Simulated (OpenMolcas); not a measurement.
## BF2 (charge +1): single-point calculation

System: BF2, charge +1.
Method: B3LYP/STO-3G, RKS (OpenMolcas 26.06).

The geometry is that of the parent species in another charge or spin state. The geometry comes from this level: PBE0-D4/def2-TZVP.

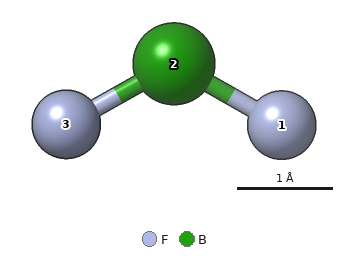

**Figure 1.** The structure as given in the input (ball-and-stick view, seen on its broad side; atoms are numbered from 1 in the order of the input).

### Input
```
* BF2 Kohn-Sham DFT
>>> EXPORT MOLCAS_PRINT=2
&GATEWAY
BasLib
$CurrDir
Coord
mol.xyz
Basis
STO-3G
Group
NoSym
&SEWARD
GridInput
Grid=UltraFine
End of Grid
&SCF
Charge
1
KSDFT
B3LYP
Thresholds
1e-10 1e-07 1e-07 1e-05
PrOrbitals
1 1
```

### File mol.xyz
```
3

F      0.513100    -1.044300     0.160000
B      0.279000     0.240500     0.181300
F     -0.802900     0.738900    -0.354600
```

Hardware: 1 thread of Intel Xeon (Granite Rapids), 64 GiB of memory available, shared host.

Launch command:
```bash
export MOLCAS_MEM=1860
pymolcas mol.inp > mol.log
```

### What the program printed
```
--- Start Module: gateway ---

                                              &GATEWAY

                       available to each process: 1.9 GB of memory, 1 thread

 Basis Set     1 Label: F.STO-3G
 Basis set is read from library:.
 basistype.tbl is not found

 Basis Set     2 Label: B.STO-3G
 Basis set is read from library:.
 basistype.tbl is not found

 Basis Set     3 Label: F.STO-3G
 Basis set is read from library:.
 basistype.tbl is not found

++    Symmetry information:
      ---------------------

                    Character Table for C1

                             E
                    a        1  x, y, xy, Rz, z, xz, Ry, yz, Rx, I
--

++    Basis set information:
      ----------------------

      Basis set label: F.STO-3G.........

      Electronic valence basis set:
      ------------------
      Associated Effective Charge   9.000000 au
      Associated Actual Charge      9.000000 au
      Nuclear Model: Point charge

      Shell  nPrim  nBasis  Cartesian Spherical Contaminant
         s       6       2        X
         p       3       1        X

      Basis set label: B.STO-3G.........

      Electronic valence basis set:
      ------------------
      Associated Effective Charge   5.000000 au
      Associated Actual Charge      5.000000 au
      Nuclear Model: Point charge

      Shell  nPrim  nBasis  Cartesian Spherical Contaminant
         s       6       2        X
         p       3       1        X

      Basis set label: F.STO-3G.........

      Electronic valence basis set:
      ------------------
      Associated Effective Charge   9.000000 au
      Associated Actual Charge      9.000000 au
      Nuclear Model: Point charge

      Shell  nPrim  nBasis  Cartesian Spherical Contaminant
         s       6       2        X
         p       3       1        X
--

++    Molecular structure info:
      -------------------------

                    ************************************************
                    **** Cartesian Coordinates / bohr, angstrom ****
                    ************************************************

     Center  Label                x              y              z                     x              y              z
        1      F1               0.969618      -1.973441       0.302356              0.513100      -1.044300       0.160000
        2      B2               0.527234       0.454479       0.342607              0.279000       0.240500       0.181300
        3      F3              -1.517261       1.396319      -0.670097             -0.802900       0.738900      -0.354600

                    ***************************************
                    *    InterNuclear Distances / bohr    *
                    ***************************************

               1 F1            2 B2            3 F3
    1 F1       0.000000
    2 B2       2.468222        0.000000
    3 F3       4.299478        2.468317        0.000000

                    *******************************************
                    *    InterNuclear Distances / angstrom    *
                    *******************************************

               1 F1            2 B2            3 F3
    1 F1       0.000000
    2 B2       1.306127        0.000000
    3 F3       2.275186        1.306177        0.000000

                    **************************************
                    *    Valence Bond Angles / degree    *
                    **************************************
                          Atom centers                 Phi
                      1 F1       2 B2       3 F3       121.14
--

            Nuclear Potential Energy             55.30228428 au

--- Stop Module: gateway /rc=_RC_ALL_IS_WELL_ ---

--- Start Module: seward ---

                                              &SEWARD

                       available to each process: 1.9 GB of memory, 1 thread

               SEWARD will generate:
                  Multipole Moment integrals up to order  2
                  Kinetic Energy integrals
                  Nuclear Attraction integrals (point charge)
                  One-Electron Hamiltonian integrals
                  Velocity integrals
                  Orbital angular momentum around ( -0.0939  -0.1216  -0.0656 )
                  Velocity quadrupole around ( -0.0939  -0.1216  -0.0656 )
                  Two-Electron Repulsion integrals

                   Integrals are discarded if absolute value <: 1.00E-14
                   Integral cutoff threshold is set to       <: 1.00E-16

            Nuclear Potential Energy             55.30228428 au

      Basis set specifications :
      Symmetry species         a
      Basis functions           15

--- Stop Module: seward /rc=_RC_ALL_IS_WELL_ ---

--- Start Module: scf ---

                                                &SCF

                       available to each process: 1.9 GB of memory, 1 thread

 ###############################################################################
 ###     Minimized-density-differences option turned off!                    ###
 ###############################################################################
++    Input section:
      --------------

      Header of the integral files:

      Cartesian coordinates in angstrom:
      -----------------------------------------------------
      No.  Label        X            Y            Z
      -----------------------------------------------------
       1   F1         0.51310000  -1.04430000   0.16000000
       2   B2         0.27900000   0.24050000   0.18130000
       3   F3        -0.80290000   0.73890000  -0.35460000
      -----------------------------------------------------
      Nuclear repulsion energy =   55.30228428
--

++    Orbital specifications:
      -----------------------

      Symmetry species               1
                                     a
      Frozen orbitals                0
      Aufbau                        11
      Start temperature = 0.500
      End temperature   = 0.010
      Temperature Factor= 0.460
      Deleted orbitals               0
      Total number of orbitals      15
      Number of basis functions     15
--

      Molecular charge                           1.000

      Numerical integration parameters
      --------------------------------
      Radial quadrature type:                         MHL
      Size of radial grid:                            99
      Lebedev angular grid:                           41
      Angular grid pruned with the crowding factor:  1.00E+10
                                 and fading factor:  1.00E+01
      Screening threshold for integral computation:   1.00E-11
      Radial quadrature accuracy:                     1.00E-25
      Maximum batch size:                             128
      AO values are stored on disk
      The same grid will be used for all iterations.

      DFT functional specifications
      -----------------------------
      Using Libxc version: 6.2.2
      Please cite the following reference:
      S. Lehtola, C. Steigemann, M. J.T. Oliveira, and M. A.L. Marques.,  SoftwareX 7, 1–5 (2018) doi:10.1016/j.softx.2017.11.002

      * B3LYP

++    Optimization specifications:
      ----------------------------

      SCF Algorithm: Conventional
      D(i)-D(i-1) density differences are used
      Number of density matrices in core                 5
      Maximum number of NDDO SCF iterations            400
      Maximum number of HF SCF iterations              400
      Threshold for SCF energy change             1.00E-10
      Threshold for density matrix                1.00E-07
      Threshold for Fock matrix                   1.00E-07
      Threshold for linear dependence             1.00E-09
      Threshold at which DIIS is turned on        1.50E-01
      Maximum depth in the DIIS procedure                5
      Maximum depth in the BFGS Hessian update          30
      Threshold at which QNR/C2DIIS is turned on  7.50E-02
      Threshold for Norm(delta) (QNR/C2DIIS)      1.00E-05
      All orbitals punched on: SCFORB
--

      Input vectors read from INPORB
      Orbital file label: *Guess orbitals

++ Convergence information
                                   B3LYP      iterations: Energy and convergence statistics

Iter     Tot. B3LYP      One-elec.       Two-elec.     Energy      Max Dij or  Max Fij      DNorm      TNorm      AccCon     Time
         Energy          Energy          Energy        Change      Delta Norm                                                in Sec.
   1  -218.154599813  -422.674641625   149.217757527   0.00E+00    7.03E-02*   1.60E-01*    7.27E+00   5.34E+01   None         0.
   2  -220.194244904  -431.401599842   155.905070653  -2.04E+00*   6.94E-01*   2.34E-01*    3.45E+00   5.44E+01   EDIIS        0.
   3  -219.616078564  -421.428140637   146.509777788   5.78E-01*   1.70E-01*   1.42E-01*    3.06E+00   5.29E+01   EDIIS        0.
   4  -221.009517114  -429.839292463   153.527491064  -1.39E+00*   3.41E-01*   5.89E-02*    1.98E+00   5.41E+01   EDIIS        0.
   5  -221.023614296  -427.501614557   151.175715976  -1.41E-02*   1.86E-01*   6.22E-02*    1.01E+00   5.37E+01   EDIIS        0.
   6  -221.052674037  -430.309264109   153.954305787  -2.91E-02*   7.83E-02*   3.32E-02*    5.38E-01   5.41E+01   EDIIS        0.
   7  -221.078678292  -428.759379651   152.378417075  -2.60E-02*   8.65E-02*   1.79E-02*    2.25E-01   5.39E+01   EDIIS        0.
   8  -221.077187417  -429.554049647   153.174577945   1.49E-03*   8.92E-03*   8.61E-03*    2.29E-01   5.40E+01   EDIIS        0.

       Fermi aufbau procedure completed!
      nOcc=   11

   9  -221.081015533  -429.160914693   152.777614875  -3.83E-03*   2.28E-04*   1.14E-03*    2.44E-02   5.39E+01   c2DIIS       0.
  10  -221.081068203  -429.109084163   152.725731675  -5.27E-05*   8.26E-05*   1.75E-05*    9.14E-04   5.39E+01   QNRc2DIIS    0.
  11  -221.081068197  -429.108423105   152.725070624   5.66E-09*   5.62E-05*   3.14E-05*    3.45E-04   5.39E+01   QNRc2DIIS    0.
  12  -221.081068205  -429.108841468   152.725488978  -7.90E-09*   5.33E-06    1.41E-06*    2.31E-04   5.39E+01   QNRc2DIIS    0.
  13  -221.081068205  -429.108886693   152.725534203   1.30E-11*   3.18E-06    1.74E-06*    2.15E-05   5.39E+01   QNRc2DIIS    0.
  14  -221.081068205  -429.108859485   152.725506996  -2.59E-11    1.01E-07    3.14E-08     1.30E-05   5.39E+01   QNRc2DIIS    0.

       Convergence after  14 Iterations
--

 *****************************************************************************************************************************
 *                                             SCF/KS-DFT Program, Final results                                             *
 *                                                       Final Results                                                       *
 *****************************************************************************************************************************

::    Total KS-DFT energy                            -221.0810682051
      One-electron energy                            -429.1088594853
      Two-electron energy                             152.7255069956
      Nuclear repulsion energy                         55.3022842846
      Kinetic energy (interpolated)                   215.5536704099
      Virial theorem                                    1.0256427914
      Total spin, S(S+1)                                0.0000000000
      Total spin, S                                     0.0000000000
      Max non-diagonal density matrix element           0.0000001395
      Max non-diagonal Fock matrix element              0.0000000169

      All orbitals with orbital energies smaller than  E(LUMO)+0.5 are printed

++    Molecular orbitals:
      -------------------

      Title: RKS-DFT orbitals

      Molecular orbitals for symmetry species 1: a

          Orbital            1         2         3         4         5         6         7         8         9        10
          Energy          -24.9479  -24.9478   -7.1324   -1.5731   -1.5453   -0.8359   -0.7907   -0.7623   -0.7491   -0.6751
          Occ. No.          2.0000    2.0000    2.0000    2.0000    2.0000    2.0000    2.0000    2.0000    2.0000    2.0000

          Orbital           11        12        13        14
          Energy           -0.6680   -0.4149   -0.2764    0.0389
          Occ. No.          2.0000    0.0000    0.0000    0.0000

--

++    Molecular charges:
      ------------------

      Mulliken charges per centre and basis function type
      ---------------------------------------------------

                F1      B2      F3
      1s       3.9541  2.6908  3.9541
      2px      1.7550  0.5012  1.5036
      2pz      1.7313  0.5177  1.6667
      2py      1.4552  0.4991  1.7713
      Total    8.8956  4.2088  8.8956

      N-E      0.1044  0.7912  0.1044

      Total electronic charge=   22.000000

      Total            charge=    1.000000
--

++    Molecular properties:
      ---------------------

      Charge (e):
                      =    1.0000
      Dipole Moment (debye):
      Origin of the operator (angstrom)=   -0.0497   -0.0644   -0.0347
                   X=  1.5385E+00               Y=  1.4270E+00               Z=  1.0111E+00           Total=  2.3293E+00
      Center of Charge (angstrom)
                     X=    0.27062738               Y=    0.23272438               Z=    0.17579616
      Quadrupole Moment (debye*angstrom):
      Origin of the operator (angstrom)=   -0.0497   -0.0644   -0.0347
                  XX= -1.0052E+01              XY=  4.3965E-01              XZ=  5.2694E-01              YY= -1.0018E+01
                  YZ=  3.4645E-01              ZZ= -1.0589E+01
      In traceless form (debye*angstrom)
                  XX=  2.5105E-01              XY=  6.5948E-01              XZ=  7.9041E-01              YY=  3.0284E-01
                  YZ=  5.1968E-01              ZZ= -5.5388E-01
--

--- Stop Module: scf /rc=_RC_ALL_IS_WELL_ ---
--- Module scf spent 1 second ---

.##################.
.# Happy landing! #.
.##################.

    Timing: Wall=2.00 User=1.57 System=0.43
```

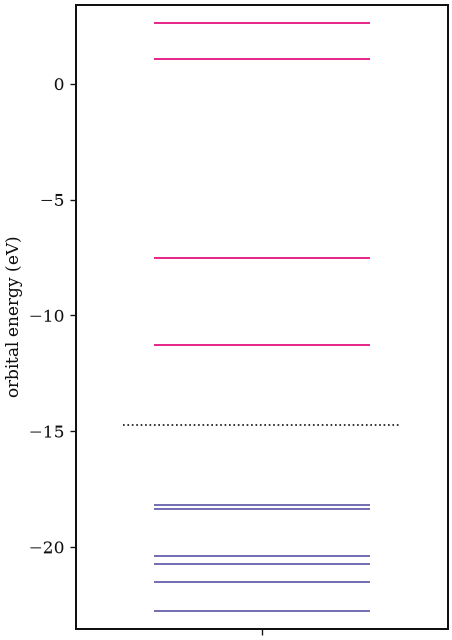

**Figure 2.** Orbital energies near the frontier; the dotted line parts filled from empty levels, and levels within 0.02 eV of each other stand side by side. Highest filled −18.18 eV, lowest empty −11.29 eV, 6.89 eV apart.

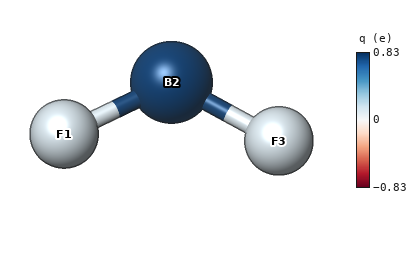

**Figure 3.** Mulliken charges, as the colour of each atom (ball-and-stick view, seen at an oblique angle; atoms are numbered from 1 in the order of the input). By element: F +0.10 and B +0.79 e.

### Results in brief

```json
{"quantity": "outcome", "value": "converged"}
{"quantity": "total energy", "value": "−221.081068 hartree"}
{"quantity": "basis functions", "value": "15"}
{"quantity": "HOMO", "value": "−18.18 eV"}
{"quantity": "LUMO", "value": "−11.29 eV"}
{"quantity": "wall time", "value": "2.1 s"}
{"quantity": "peak memory", "value": "0.37 GiB"}
```
